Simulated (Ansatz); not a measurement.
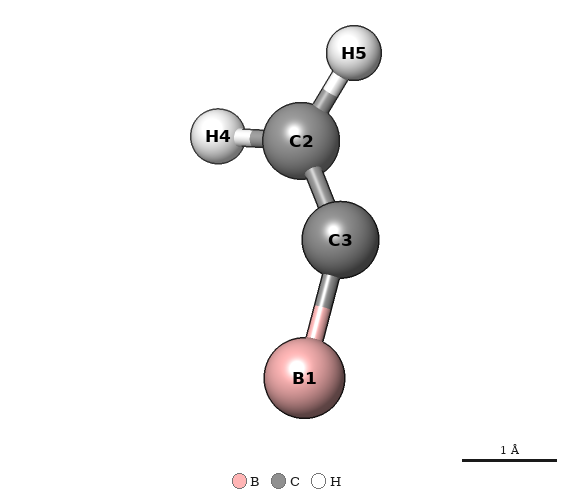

The atoms are numbered. The species has charge +1 and is a spin singlet. The computed structure is the end point of a PBE0-D4/def2-TZVP optimisation. No frequency run is at hand to confirm it as a minimum.

> Describe the coordination of atom 3.

C3 has 2 neighbours (B1 at 1.53, C2 at 1.29 Å); the arrangement is bent.

> Describe the coordination of atom 2.

C2 has 3 neighbours (C3 at 1.29, H4 at 1.10, H5 at 1.10 Å); the arrangement is trigonal planar.
